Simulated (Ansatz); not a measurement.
**CH5AlO2 (SMILES C[Al](O)O): methods side by side**

CH5AlO2 has 9 atoms, charge 0, and is taken as a singlet. SMILES: `C[Al](O)O`. Geometry: relaxed at PBE0-D4/def2-TZVP. This is one conformer, not always the lowest.

Each level gives the vertical ionisation energy (to the doublet cation) (eV). The values are calculated.

```json
{"level": "SVWN5/def2-SVP", "kind": "LDA", "program": "Ansatz", "value (eV)": "10.36", "less CCSD(T)/def2-SVP": "-0.52", "CPU time (all runs)": "13 s"}
{"level": "BLYP/def2-SVP", "kind": "GGA", "program": "Ansatz", "value (eV)": "10.01", "less CCSD(T)/def2-SVP": "-0.87", "CPU time (all runs)": "18 s"}
{"level": "PBE/def2-SVP", "kind": "GGA", "program": "Ansatz", "value (eV)": "10.17", "less CCSD(T)/def2-SVP": "-0.71", "CPU time (all runs)": "20 s"}
{"level": "r2SCAN0/def2-SVP", "kind": "hybrid meta-GGA", "program": "Ansatz", "value (eV)": "10.89", "less CCSD(T)/def2-SVP": "+0.01", "CPU time (all runs)": "55 s"}
{"level": "wB97M-V/def2-SVP", "kind": "range-separated hybrid", "program": "Ansatz", "value (eV)": "11.10", "less CCSD(T)/def2-SVP": "+0.22", "CPU time (all runs)": "3.3 min"}
{"level": "PBE-QIDH/def2-SVP", "kind": "double hybrid", "program": "Ansatz", "value (eV)": "11.08", "less CCSD(T)/def2-SVP": "+0.20", "CPU time (all runs)": "31 s"}
{"level": "BCCD(T)/def2-SVP", "kind": "coupled cluster or CI", "program": "Ansatz", "value (eV)": "10.88", "less CCSD(T)/def2-SVP": "0.00", "CPU time (all runs)": "82 s"}
{"level": "CCSD(T)/def2-SVP", "kind": "coupled cluster or CI", "program": "Ansatz", "value (eV)": "10.88", "less CCSD(T)/def2-SVP": "0.00", "CPU time (all runs)": "66 s"}
```

Differences are taken from CCSD(T)/def2-SVP for orientation; it has basis-set and higher-order errors of its own. The values span 10.01 to 11.10 eV. CPU times are rough (shared hosts, several kinds of processor): they show what a rung costs within a factor of a few.

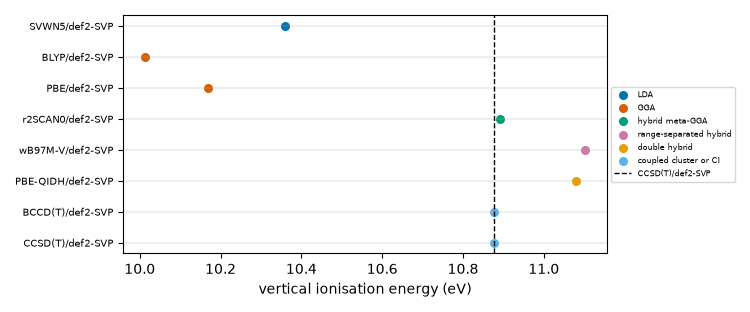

The values of the table, level by level.
